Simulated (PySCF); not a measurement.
CuH2 (charge −1): geometry relaxation (part 2 of 2)

Continued. System: CuH2, charge −1. Method: MP2/aug-cc-pVDZ, RHF (PySCF 2.14.0). A bond length was changed on purpose from its optimised value.

Geometry of the input (Å):
```
Cu -0.0171  -0.0214  1.5527
H  -0.0348  -0.0432  3.1053
H  0.0174  0.0216  -1.5527
```

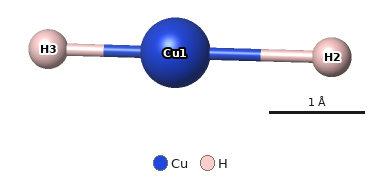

*The geometry at step 7 of the log (ball-and-stick view, seen at a tilt; atoms are numbered from 1 in the order of the input).*

**Log, continued**
```
--------------- RMP2_Scanner gradients ---------------
         x                y                z
0 Cu     0.0002456568     0.0003015049    -0.0214962180
1 H    -0.0002121533    -0.0002612792     0.0186822225
2 H    -0.0000335034    -0.0000402257     0.0028139955
----------------------------------------------
cycle 9: E = -1640.89476836  dE = -0.00898403  norm(grad) = 0.0286234
Step    8 : Displace = 5.944e-02/7.964e-02 (rms/max) Trust = 5.978e-02 (-) Grad = 1.653e-02/2.150e-02 (rms/max) E (change) = -1640.8947683624 (-8.984e-03) Quality = 0.803
Hessian Eigenvalues: 5.00000e-02 5.00000e-02 5.00000e-02 ... 1.00000e-01 1.65011e-01 3.16381e-01

Geometry optimization cycle 10
Cartesian coordinates (Angstrom)
 Atom        New coordinates             dX        dY        dZ
  Cu  -0.011307  -0.014090   1.017327   -0.000292 -0.000331  0.021964
   H  -0.028818  -0.035812   2.579897    0.000285  0.000332 -0.022605
   H   0.005625   0.006901  -0.491864    0.000006 -0.000001  0.000641
converged SCF energy = -1640.09140066484
E(RMP2_Scanner) = -1640.896084146  E_corr = -0.804683481156232
E(SCS-RMP2_Scanner) = -1640.81505606948  E_corr = -0.723655404640346
--------------- RMP2_Scanner gradients ---------------
         x                y                z
0 Cu     0.0001129235     0.0001405696    -0.0101411571
1 H    -0.0001312735    -0.0001630757     0.0117448235
2 H     0.0000183500     0.0000225061    -0.0016036664
----------------------------------------------
cycle 10: E = -1640.89608415  dE = -0.00131578  norm(grad) = 0.0156023
Step    9 : Displace = 1.820e-02/2.261e-02 (rms/max) Trust = 8.454e-02 (+) Grad = 9.008e-03/1.175e-02 (rms/max) E (change) = -1640.8960841460 (-1.316e-03) Quality = 1.559
Hessian Eigenvalues: 5.00000e-02 5.00000e-02 5.00000e-02 ... 9.99999e-02 1.00000e-01 2.71698e-01

Geometry optimization cycle 11
Cartesian coordinates (Angstrom)
 Atom        New coordinates             dX        dY        dZ
  Cu  -0.011603  -0.014447   1.042410   -0.000296 -0.000357  0.025083
   H  -0.028390  -0.035288   2.542732    0.000428  0.000523 -0.037164
   H   0.005493   0.006735  -0.479782   -0.000132 -0.000166  0.012082
converged SCF energy = -1640.08931072411
E(RMP2_Scanner) = -1640.89666375327  E_corr = -0.807353029157637
E(SCS-RMP2_Scanner) = -1640.81519018568  E_corr = -0.725879461568996
--------------- RMP2_Scanner gradients ---------------
         x                y                z
0 Cu    -0.0000555631    -0.0000672731     0.0047407279
1 H     0.0000191342     0.0000229403    -0.0016027545
2 H     0.0000364289     0.0000443328    -0.0031379735
----------------------------------------------
cycle 11: E = -1640.89666375  dE = -0.000579607  norm(grad) = 0.00590779
Step   10 : Displace = 2.681e-02/3.717e-02 (rms/max) Trust = 1.196e-01 (+) Grad = 3.411e-03/4.742e-03 (rms/max) E (change) = -1640.8966637533 (-5.796e-04) Quality = 0.863
Hessian Eigenvalues: 5.00000e-02 5.00000e-02 5.00000e-02 ... 1.00000e-01 1.10614e-01 2.55500e-01

Geometry optimization cycle 12
Cartesian coordinates (Angstrom)
 Atom        New coordinates             dX        dY        dZ
  Cu  -0.011521  -0.014355   1.036458    0.000082  0.000091 -0.005952
   H  -0.028441  -0.035345   2.546360   -0.000051 -0.000056  0.003628
   H   0.005462   0.006700  -0.477458   -0.000031 -0.000035  0.002324
converged SCF energy = -1640.08942823451
E(RMP2_Scanner) = -1640.89670944118  E_corr = -0.807281206668993
E(SCS-RMP2_Scanner) = -1640.81524778571  E_corr = -0.725819551195237
--------------- RMP2_Scanner gradients ---------------
         x                y                z
0 Cu    -0.0000104220    -0.0000124466     0.0008666124
1 H    -0.0000061176    -0.0000078237     0.0005768201
2 H     0.0000165395     0.0000202703    -0.0014434325
----------------------------------------------
cycle 12: E = -1640.89670944  dE = -4.56879e-05  norm(grad) = 0.00177997
Step   11 : Displace = 4.243e-03/5.953e-03 (rms/max) Trust = 1.691e-01 (+) Grad = 1.028e-03/1.444e-03 (rms/max) E (change) = -1640.8967094412 (-4.569e-05) Quality = 1.170
Hessian Eigenvalues: 5.00000e-02 5.00000e-02 5.00000e-02 ... 9.99999e-02 1.14861e-01 2.07822e-01

Geometry optimization cycle 13
Cartesian coordinates (Angstrom)
 Atom        New coordinates             dX        dY        dZ
  Cu  -0.011500  -0.014333   1.035139    0.000021  0.000022 -0.001319
   H  -0.028424  -0.035321   2.544455    0.000017  0.000024 -0.001905
   H   0.005424   0.006654  -0.474234   -0.000038 -0.000046  0.003224
converged SCF energy = -1640.08915805398
E(RMP2_Scanner) = -1640.89671725702  E_corr = -0.807559203034984
E(SCS-RMP2_Scanner) = -1640.81520922012  E_corr = -0.726051166134804
--------------- RMP2_Scanner gradients ---------------
         x                y                z
0 Cu    -0.0000001088    -0.0000001566     0.0000125542
1 H    -0.0000035469    -0.0000043877     0.0003149024
2 H     0.0000036557     0.0000045443    -0.0003274566
----------------------------------------------
cycle 13: E = -1640.89671726  dE = -7.81584e-06  norm(grad) = 0.000454549
Step   12 : Displace = 2.293e-03/3.225e-03 (rms/max) Trust = 2.391e-01 (+) Grad = 2.624e-04/3.275e-04 (rms/max) E (change) = -1640.8967172570 (-7.816e-06) Quality = 1.199
Hessian Eigenvalues: 5.00000e-02 5.00000e-02 5.00000e-02 ... 1.00000e-01 1.21244e-01 1.49137e-01

Geometry optimization cycle 14
Cartesian coordinates (Angstrom)
 Atom        New coordinates             dX        dY        dZ
  Cu  -0.011499  -0.014332   1.035078    0.000001  0.000001 -0.000060
   H  -0.028412  -0.035305   2.543328    0.000012  0.000016 -0.001127
   H   0.005411   0.006638  -0.473046   -0.000013 -0.000017  0.001188
converged SCF energy = -1640.08903324596
E(RMP2_Scanner) = -1640.89671821288  E_corr = -0.807684966920232
E(SCS-RMP2_Scanner) = -1640.8151892162  E_corr = -0.726155970234859
--------------- RMP2_Scanner gradients ---------------
         x                y                z
0 Cu     0.0000003696     0.0000004168    -0.0000274870
1 H    -0.0000002555    -0.0000002960     0.0000200442
2 H    -0.0000001142    -0.0000001208     0.0000074428
----------------------------------------------
cycle 14: E = -1640.89671821  dE = -9.55864e-07  norm(grad) = 3.48309e-05
Step   13 : Displace = 9.461e-04/1.188e-03 (rms/max) Trust = 3.000e-01 (+) Grad = 2.011e-05/2.749e-05 (rms/max) E (change) = -1640.8967182129 (-9.559e-07) Quality = 1.358
Hessian Eigenvalues: 5.00000e-02 5.00000e-02 5.00000e-02 ... 1.00000e-01 1.23509e-01 1.44025e-01

Geometry optimization cycle 15
Cartesian coordinates (Angstrom)
 Atom        New coordinates             dX        dY        dZ
  Cu  -0.011500  -0.014333   1.035118   -0.000001 -0.000001  0.000039
   H  -0.028411  -0.035304   2.543285    0.000001  0.000001 -0.000043
   H   0.005411   0.006638  -0.473043    0.000000  0.000000  0.000003
converged SCF energy = -1640.08903076095
E(RMP2_Scanner) = -1640.89671889978  E_corr = -0.807688138832721
E(SCS-RMP2_Scanner) = -1640.81518940662  E_corr = -0.726158645677122
--------------- RMP2_Scanner gradients ---------------
         x                y                z
0 Cu     0.0000000259     0.0000000249    -0.0000013546
1 H    -0.0000000134    -0.0000000133     0.0000007550
2 H    -0.0000000125    -0.0000000116     0.0000005996
----------------------------------------------
cycle 15: E = -1640.8967189  dE = -6.86899e-07  norm(grad) = 1.66323e-06
Step   14 : Displace = 3.345e-05/4.254e-05 (rms/max) Trust = 3.000e-01 (=) Grad = 9.603e-07/1.355e-06 (rms/max) E (change) = -1640.8967188998 (-6.869e-07) Quality = 381.519
Hessian Eigenvalues: 5.00000e-02 5.00000e-02 5.00000e-02 ... 1.00000e-01 1.23509e-01 1.44025e-01
Converged! =D

converged: True
Cu         -0.01149977       -0.01433320        1.03511761
H          -0.02841084       -0.03530438        2.54328509
H           0.00541090        0.00663769       -0.47304265
converged SCF energy = -1640.08903076097
E(RMP2) = -1640.89671817889  E_corr = -0.807687417914382
E(SCS-RMP2) = -1640.81518878102  E_corr = -0.726158020046281
total energy: -1640.89671818 hartree

WARN: System has nonzero charge -1; the dipole moment is origin-dependent.
Location of origin: [0. 0. 0.]

Dipole moment(X, Y, Z, Debye):  0.05524,  0.06885, -4.97192
 ** Mulliken pop  **
pop of  0 Cu 1s           1.99999
pop of  0 Cu 2s           1.99986
pop of  0 Cu 3s           2.00055
pop of  0 Cu 4s           0.69201
pop of  0 Cu 5s          -0.01804
pop of  0 Cu 6s           0.24234
pop of  0 Cu 7s           0.00942
pop of  0 Cu 2px          2.00000
pop of  0 Cu 2py          2.00000
pop of  0 Cu 2pz          1.99999
pop of  0 Cu 3px          1.99920
pop of  0 Cu 3py          1.99920
pop of  0 Cu 3pz          2.00274
pop of  0 Cu 4px          0.00047
pop of  0 Cu 4py          0.00050
pop of  0 Cu 4pz          0.37946
pop of  0 Cu 5px          0.00001
pop of  0 Cu 5py          0.00001
pop of  0 Cu 5pz         -0.01576
pop of  0 Cu 6px          0.00029
pop of  0 Cu 6py          0.00030
pop of  0 Cu 6pz          0.20617
pop of  0 Cu 7px         -0.00002
pop of  0 Cu 7py         -0.00002
pop of  0 Cu 7pz         -0.00593
pop of  0 Cu 3dxy         1.90023
pop of  0 Cu 3dyz         1.89045
pop of  0 Cu 3dz^2        1.73817
pop of  0 Cu 3dxz         1.89048
pop of  0 Cu 3dx2-y2      1.90023
pop of  0 Cu 4dxy        -0.00194
pop of  0 Cu 4dyz        -0.00173
pop of  0 Cu 4dz^2       -0.00284
pop of  0 Cu 4dxz        -0.00173
pop of  0 Cu 4dx2-y2     -0.00194
pop of  0 Cu 5dxy         0.09784
pop of  0 Cu 5dyz         0.10298
pop of  0 Cu 5dz^2        0.13305
pop of  0 Cu 5dxz         0.10298
pop of  0 Cu 5dx2-y2      0.09784
pop of  0 Cu 6dxy         0.00387
pop of  0 Cu 6dyz         0.00616
pop of  0 Cu 6dz^2        0.04416
pop of  0 Cu 6dxz         0.00615
pop of  0 Cu 6dx2-y2      0.00387
pop of  0 Cu 4f-3         0.00000
pop of  0 Cu 4f-2         0.00000
pop of  0 Cu 4f-1         0.00000
pop of  0 Cu 4f+0         0.00027
pop of  0 Cu 4f+1         0.00000
pop of  0 Cu 4f+2         0.00000
pop of  0 Cu 4f+3         0.00000
pop of  0 Cu 5f-3        -0.00000
pop of  0 Cu 5f-2         0.00000
pop of  0 Cu 5f-1         0.00000
pop of  0 Cu 5f+0         0.00057
pop of  0 Cu 5f+1         0.00000
pop of  0 Cu 5f+2        -0.00000
pop of  0 Cu 5f+3        -0.00000
pop of  1 H 1s            0.68356
pop of  1 H 2s            0.47224
pop of  1 H 3s            0.13768
pop of  1 H 2px           0.00158
pop of  1 H 2py           0.00158
pop of  1 H 2pz           0.00531
pop of  1 H 3px          -0.00048
pop of  1 H 3py          -0.00048
pop of  1 H 3pz          -0.00193
pop of  2 H 1s            0.68356
pop of  2 H 2s            0.47224
pop of  2 H 3s            0.13768
pop of  2 H 2px           0.00158
pop of  2 H 2py           0.00158
pop of  2 H 2pz           0.00531
pop of  2 H 3px          -0.00048
pop of  2 H 3py          -0.00048
pop of  2 H 3pz          -0.00193
 ** Mulliken atomic charges  **
charge of    0Cu =     -0.40188
charge of    1H =     -0.29906
charge of    2H =     -0.29906
```

**Trajectory as extended XYZ (Å, eV, eV/Å), 15 frames, from step=0 to step=14**
```
3
Properties=species:S:1:pos:R:3:forces:R:3 step=0 energy=-44648.63526
Cu   -0.0171   -0.0214    1.5527   -0.0035  -0.0039   0.2534
H    -0.0348   -0.0432    3.1053    0.0138   0.0169  -1.1939
H     0.0174    0.0216   -1.5527   -0.0103  -0.0130   0.9405
3
Properties=species:S:1:pos:R:3:forces:R:3 step=1 energy=-44648.79230
Cu   -0.0171   -0.0214    1.5482    0.0084   0.0106  -0.7751
H    -0.0338   -0.0419    3.0175    0.0028   0.0034  -0.2368
H     0.0164    0.0203   -1.4604   -0.0112  -0.0140   1.0119
3
Properties=species:S:1:pos:R:3:forces:R:3 step=2 energy=-44649.01660
Cu   -0.0167   -0.0208    1.4973    0.0297   0.0368  -2.6503
H    -0.0321   -0.0399    2.8759   -0.0159  -0.0198   1.4214
H     0.0143    0.0177   -1.2679   -0.0138  -0.0171   1.2289
3
Properties=species:S:1:pos:R:3:forces:R:3 step=3 energy=-44649.44325
Cu   -0.0156   -0.0193    1.3881    0.0516   0.0640  -4.6056
H    -0.0302   -0.0376    2.7108   -0.0331  -0.0412   2.9765
H     0.0113    0.0139   -0.9936   -0.0186  -0.0228   1.6292
3
Properties=species:S:1:pos:R:3:forces:R:3 step=4 energy=-44649.92548
Cu   -0.0144   -0.0179    1.2889    0.0237   0.0292  -2.0867
H    -0.0306   -0.0380    2.7416   -0.0027  -0.0032   0.2271
H     0.0105    0.0129   -0.9252   -0.0210  -0.0259   1.8596
3
Properties=species:S:1:pos:R:3:forces:R:3 step=5 energy=-44650.92018
Cu   -0.0114   -0.0142    1.0330   -0.0012  -0.0010   0.0368
H    -0.0298   -0.0370    2.6597    0.0142   0.0173  -1.2293
H     0.0067    0.0082   -0.5873   -0.0130  -0.0164   1.1925
3
Properties=species:S:1:pos:R:3:forces:R:3 step=6 energy=-44648.36218
Cu   -0.0090   -0.0113    0.8213   -0.2031  -0.2525  18.2003
H    -0.0284   -0.0353    2.5372    0.0114   0.0139  -0.9880
H     0.0029    0.0036   -0.2532    0.1917   0.2386 -17.2124
3
Properties=species:S:1:pos:R:3:forces:R:3 step=7 energy=-44650.77686
Cu   -0.0103   -0.0129    0.9323   -0.0454  -0.0561   4.0207
H    -0.0289   -0.0359    2.5860    0.0126   0.0155  -1.1001
H     0.0047    0.0058   -0.4129    0.0328   0.0406  -2.9206
3
Properties=species:S:1:pos:R:3:forces:R:3 step=8 energy=-44651.02133
Cu   -0.0110   -0.0138    0.9954   -0.0126  -0.0155   1.1054
H    -0.0291   -0.0361    2.6025    0.0109   0.0134  -0.9607
H     0.0056    0.0069   -0.4925    0.0017   0.0021  -0.1447
3
Properties=species:S:1:pos:R:3:forces:R:3 step=9 energy=-44651.05714
Cu   -0.0113   -0.0141    1.0173   -0.0058  -0.0072   0.5215
H    -0.0288   -0.0358    2.5799    0.0067   0.0084  -0.6039
H     0.0056    0.0069   -0.4919   -0.0009  -0.0012   0.0825
3
Properties=species:S:1:pos:R:3:forces:R:3 step=10 energy=-44651.07291
Cu   -0.0116   -0.0144    1.0424    0.0029   0.0035  -0.2438
H    -0.0284   -0.0353    2.5427   -0.0010  -0.0012   0.0824
H     0.0055    0.0067   -0.4798   -0.0019  -0.0023   0.1614
3
Properties=species:S:1:pos:R:3:forces:R:3 step=11 energy=-44651.07415
Cu   -0.0115   -0.0144    1.0365    0.0005   0.0006  -0.0446
H    -0.0284   -0.0353    2.5464    0.0003   0.0004  -0.0297
H     0.0055    0.0067   -0.4775   -0.0008  -0.0010   0.0742
3
Properties=species:S:1:pos:R:3:forces:R:3 step=12 energy=-44651.07436
Cu   -0.0115   -0.0143    1.0351    0.0000   0.0000  -0.0006
H    -0.0284   -0.0353    2.5445    0.0002   0.0002  -0.0162
H     0.0054    0.0067   -0.4742   -0.0002  -0.0002   0.0168
3
Properties=species:S:1:pos:R:3:forces:R:3 step=13 energy=-44651.07439
Cu   -0.0115   -0.0143    1.0351    0.0000   0.0000   0.0014
H    -0.0284   -0.0353    2.5433    0.0000   0.0000  -0.0010
H     0.0054    0.0066   -0.4730    0.0000   0.0000  -0.0004
3
Properties=species:S:1:pos:R:3:forces:R:3 step=14 energy=-44651.07441
Cu   -0.0115   -0.0143    1.0351    0.0000   0.0000   0.0001
H    -0.0284   -0.0353    2.5433    0.0000   0.0000   0.0000
H     0.0054    0.0066   -0.4730    0.0000   0.0000   0.0000
```

**Results in brief**

```csv
quantity,value
outcome,converged
total energy,−1640.896718 hartree
SCF energy,−1640.089031 hartree
correlation energy,−0.807687 hartree
basis functions,77
HOMO of the SCF reference,−3.52 eV
LUMO of the SCF reference,3.40 eV
hardware,"1 thread of Arm Neoverse V2, 24 GiB of memory available, shared host"
wall time,3.1 min
peak memory,0.99 GiB
```

**Notes**

The record of the run, not the program, notes: dipole of an ion depends on the origin.
